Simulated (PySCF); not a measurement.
# C4H10OSi: runs on many settings, part 2 of 2

PySCF 2.14.0. Atoms count from 0. Earlier steps stand in the parts before.

## Step 5: NMR shieldings: X3LYP/pcSseg-1

What the job is given:

```
{"job": {"kind": "nmr", "xc": "X3LYP", "basis": "pcSseg-1", "pop": true, "scf": {"aux": "def2-universal-jkfit"}}, "charge": 0, "multiplicity": 1}
C     -0.426205    -2.075380     0.459738
C     -0.488559    -0.764474     0.630486
C     -0.411628     0.243510    -0.463094
C     -1.314061     1.440869    -0.183369
Si     1.427013     0.758603    -0.673530
O      2.325571    -0.560152    -0.977369
H     -0.364736    -2.515255    -0.523507
H     -0.454063    -2.764245     1.287148
H     -0.559188    -0.356426     1.631155
H     -0.734566    -0.228484    -1.397028
H     -1.247232     2.165232    -0.991815
H     -1.020113     1.935941     0.739733
H     -2.353226     1.128170    -0.086408
H      1.881923     1.414864     0.554366
H      1.618820     1.582676    -1.858704
H      2.112652    -1.396506    -0.568734
```

With the program's defaults for keys left out, this is: GIAO X3LYP/pcSseg-1 NMR shielding, non-relativistic, gas phase.

The log of the run:

```text
final grid: 121688 points
cycle   1  E = -522.8777729885  dE =  5.469e-01  |g| = 8.408e-01  |ddm| = 3.470e+00
cycle   2  E = -522.7008325722  dE =  1.769e-01  |g| = 1.282e+00  |ddm| = 1.915e+00
cycle   3  E = -523.0106491364  dE = -3.098e-01  |g| = 1.282e-01  |ddm| = 1.406e+00
cycle   4  E = -523.0138235874  dE = -3.174e-03  |g| = 4.560e-02  |ddm| = 1.463e-01
cycle   5  E = -523.0143283365  dE = -5.047e-04  |g| = 1.154e-02  |ddm| = 4.849e-02
cycle   6  E = -523.0143534342  dE = -2.510e-05  |g| = 5.703e-03  |ddm| = 1.363e-02
cycle   7  E = -523.0143617151  dE = -8.281e-06  |g| = 8.363e-04  |ddm| = 4.956e-03
cycle   8  E = -523.0143618687  dE = -1.536e-07  |g| = 3.051e-04  |ddm| = 9.132e-04
cycle   9  E = -523.0143618895  dE = -2.085e-08  |g| = 5.463e-05  |ddm| = 2.625e-04
cycle  10  E = -523.0143618902  dE = -7.094e-10  |g| = 1.569e-05  |ddm| = 7.507e-05
converged SCF energy = -523.0143618902

GIAO shielding tensors (ppm)
atom      isotropic    diamagn.    paramagn.     s11        s22        s33       span
  0 C       66.022     254.596    -188.574    -43.141     86.685    154.523    197.664
  1 C       28.238     258.271    -230.034    -91.407     35.259    140.861    232.268
  2 C      146.804     252.618    -105.814    137.419    144.449    158.545     21.126
  3 C      167.332     245.665     -78.333    153.928    163.913    184.155     30.227
  4 Si     365.911     879.621    -513.710    335.091    347.270    415.372     80.281
  5 O      323.992     389.536     -65.544    289.909    332.979    349.088     59.179
  6 H       26.652      33.072      -6.420     22.959     25.998     30.999      8.040
  7 H       26.699      30.496      -3.797     23.732     25.617     30.748      7.015
  8 H       25.871      34.056      -8.185     23.442     25.340     28.831      5.389
  9 H       29.947      34.168      -4.222     26.453     29.787     33.600      7.146
 10 H       30.713      29.791       0.922     26.146     28.602     37.390     11.245
 11 H       30.876      30.948      -0.071     27.170     29.062     36.398      9.228
 12 H       30.396      29.659       0.737     26.308     28.120     36.759     10.451
 13 H       27.376      30.503      -3.128     23.715     26.132     32.280      8.566
 14 H       27.172      29.866      -2.694     23.704     25.842     31.971      8.268
 15 H       29.973      33.549      -3.576     20.134     27.564     42.221     22.087
```

Run time: 20 s. Hardware: 1 thread of Arm Neoverse V1, shared host; peak memory 0.9 GiB.

This run: δ C1 153.9, C0 116.1, C2 35.4, C3 14.8, H8 5.94, H6 5.16 ppm.

## Step 6: Shielding tensors: PBE0/6-31G

Same as in step 5 but for these lines:

```diff
@@ -1,2 +1,2 @@
-{"job": {"kind": "nmr", "xc": "X3LYP", "basis": "pcSseg-1", "pop": true, "scf": {"aux": "def2-universal-jkfit"}}, "charge": 0, "multiplicity": 1}
+{"job": {"kind": "nmr", "xc": "PBE0", "basis": "6-31G", "pop": false}, "charge": 0, "multiplicity": 1}
 C     -0.426205    -2.075380     0.459738
```

Method: GIAO PBE0/6-31G NMR shielding, non-relativistic, gas phase.

The log of the run:

```text
coarse grid: 13256 points
cycle   1  E = -522.5810991925  dE =  6.706e-01  |g| = 7.519e-01  |ddm| = 3.465e+00
cycle   2  E = -522.4524194147  dE =  1.287e-01  |g| = 1.110e+00  |ddm| = 1.792e+00
cycle   3  E = -522.6985785916  dE = -2.462e-01  |g| = 1.082e-01  |ddm| = 1.208e+00
cycle   4  E = -522.7012637867  dE = -2.685e-03  |g| = 3.461e-02  |ddm| = 1.550e-01
cycle   5  E = -522.7015647416  dE = -3.010e-04  |g| = 1.026e-02  |ddm| = 4.546e-02
cycle   6  E = -522.7015909904  dE = -2.625e-05  |g| = 3.027e-03  |ddm| = 1.255e-02
cycle   7  E = -522.7015935167  dE = -2.526e-06  |g| = 6.796e-04  |ddm| = 3.794e-03
final grid: 121688 points
cycle   8  E = -522.6410686492  dE = -1.873e-05  |g| = 7.785e-03  |ddm| = 2.228e-02
cycle   9  E = -522.6410609168  dE =  7.732e-06  |g| = 9.816e-03  |ddm| = 1.820e-02
cycle  10  E = -522.6410844306  dE = -2.351e-05  |g| = 1.251e-03  |ddm| = 1.057e-02
cycle  11  E = -522.6410847685  dE = -3.380e-07  |g| = 1.149e-04  |ddm| = 1.172e-03
cycle  12  E = -522.6410847703  dE = -1.780e-09  |g| = 8.854e-05  |ddm| = 1.927e-04
cycle  13  E = -522.6410847723  dE = -2.018e-09  |g| = 1.952e-05  |ddm| = 9.866e-05
cycle  14  E = -522.6410847724  dE = -1.053e-10  |g| = 4.755e-06  |ddm| = 2.663e-05
converged SCF energy = -522.6410847724

GIAO shielding tensors (ppm)
atom      isotropic    diamagn.    paramagn.     s11        s22        s33       span
  0 C       92.074     257.914    -165.839     -5.434    106.346    175.311    180.745
  1 C       62.752     253.928    -191.176    -43.386     67.005    164.638    208.025
  2 C      170.138     249.432     -79.294    160.744    169.866    179.803     19.059
  3 C      186.559     245.790     -59.231    174.060    183.566    202.050     27.991
  4 Si     439.040     880.444    -441.404    407.819    416.766    492.536     84.717
  5 O      345.291     396.531     -51.240    284.215    348.964    402.694    118.479
  6 H       27.587      32.649      -5.062     24.027     26.694     32.039      8.011
  7 H       27.707      30.417      -2.711     24.722     26.753     31.644      6.922
  8 H       26.750      31.674      -4.924     24.674     26.271     29.305      4.632
  9 H       30.869      32.968      -2.099     27.109     29.579     35.919      8.809
 10 H       31.937      30.116       1.821     26.947     29.857     39.006     12.059
 11 H       32.013      30.258       1.755     27.822     30.282     37.935     10.114
 12 H       31.484      29.778       1.706     26.863     29.152     38.435     11.572
 13 H       28.361      30.178      -1.817     24.050     26.789     34.245     10.195
 14 H       28.106      30.630      -2.524     23.828     26.533     33.956     10.128
 15 H       32.422      30.883       1.539     22.345     29.843     45.079     22.734
```

Run time: 7.6 s. Hardware: 1 thread of Arm Neoverse V1, shared host; peak memory 0.58 GiB.

This run: δ C1 139.0, C0 109.7, C2 31.6, C3 15.2, H8 6.32, H6 5.48 ppm.

## Step 7: Side by side: NMR shifts

Shifts (ppm) of some atoms, chosen among heavy atoms and hydrogens apart, with basis size and wall time:

```tsv
run	C1	C0	C2	H8	H15	Si4	O5	functions	time
PBE0/pcSseg-1	152.3	117.0	33.6	6.01	1.75	-25.5	9.7	159	21 s
X3LYP/pcSseg-1	153.9	116.1	35.4	5.94	1.84	-30.6	12.7	159	20 s
PBE0/6-31G	139.0	109.7	31.6	6.32	0.65	2.9	-24.2	78	7.6 s
```

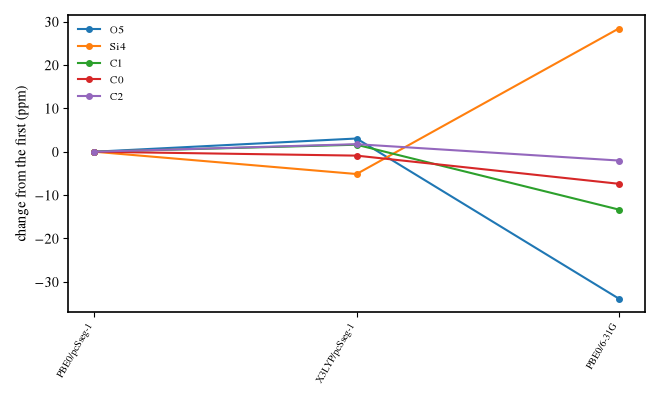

How five of the tabulated atoms move from run to run.

## Step 8: Results

What follows sums up all 2 parts.

```
                                                              quantity                                               value
                                ¹³C shifts against TMS (PBE0/pcSseg-1)                        152.3, 117.0, 33.6, 14.3 ppm
¹H shifts against TMS (PBE0/pcSseg-1, means over atoms taken as alike)  6.01, 5.27, 5.24, 4.73, 4.53, 1.93, 1.75, 1.14 ppm
                               ²⁹Si shifts against TMS (PBE0/pcSseg-1)                                           -25.5 ppm
                                ¹⁷O shifts against H2O (PBE0/pcSseg-1)                                             9.7 ppm
                                       lowest singlet (PBE0/def2-SVPD)                         6.32 eV (196 nm), f = 0.238
                                                        lowest triplet                                             4.22 eV
                         largest coupling of the table (wB97X/cc-pVDZ)                         ¹J(Si,H) Si4–H14, -196.3 Hz
                                              range of the shift of O5                                   -24.2 to 12.7 ppm
```

Single values in the summary come from the first run of each kind that ended normally (PBE0/pcSseg-1; PBE0/def2-SVPD; wB97X/cc-pVDZ), which need not be the best level. C1 (alkene CH) lies farthest downfield among carbon, at 152.3 ppm; the olefinic region. The most deshielded hydrogen is H8 (hydrogen on an alkene CH), at 6.01 ppm: olefinic region. At PBE0/pcSseg-1: Shielding is most anisotropic at C1 (span 231 ppm, paramagnetic term -224 ppm). The first singlet state (HOMO→LUMO 0.90) lies at 6.32 eV and is bright. The lowest triplet lies 2.10 eV below the lowest singlet (triplets in Tamm-Dancoff, singlets in full TDDFT). In the run at wB97X/cc-pVDZ, the largest coupling of the table is Si4–H14, -196.3 Hz, of which the Fermi-contact term gives -196.7 Hz. Couplings across rotatable bonds belong to this one conformer; where others are populated, the observed values are averages. In ppm, O5 moves most: its shift spreads over 36.9 ppm, from -24.2 (PBE0/6-31G) to 12.7 (X3LYP/pcSseg-1). Part of that comes from the computed reference. Couplings from bases without tight functions are rough.
